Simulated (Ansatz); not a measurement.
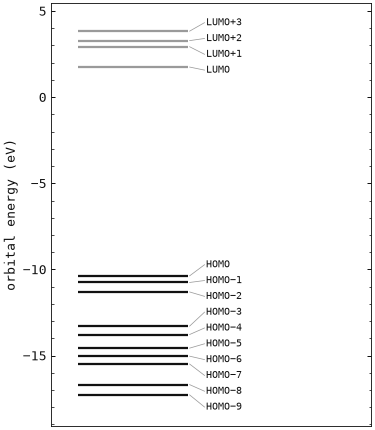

Kohn-Sham orbital energies near the frontier, ωB97X-V/def2-TZVPP in the Ansatz code 0.2.0, at a PBE0-D4/def2-TZVP geometry (no frequency check), isolated molecule; empty levels in grey, levels within 0.03 eV side by side.

### Which molecule has this level scheme?
A. C₂H₆GeS, SMILES C[C](=S)[GeH3], singlet
B. C₂H₆AlNO (imidic-acid tautomer), SMILES [CH3][AlH]/[C](=N\[H])O, singlet
C. C₃H₅FSi, SMILES F[Si@H]1C=CC1
D. CH₉GePSi, SMILES [SiH3][CH2][GeH2][PH2], singlet

Option C. HOMO −10.37 eV, LUMO 1.75 eV, separation 12.12 eV.

Known limits of this run: empty levels above zero depend strongly on the basis.
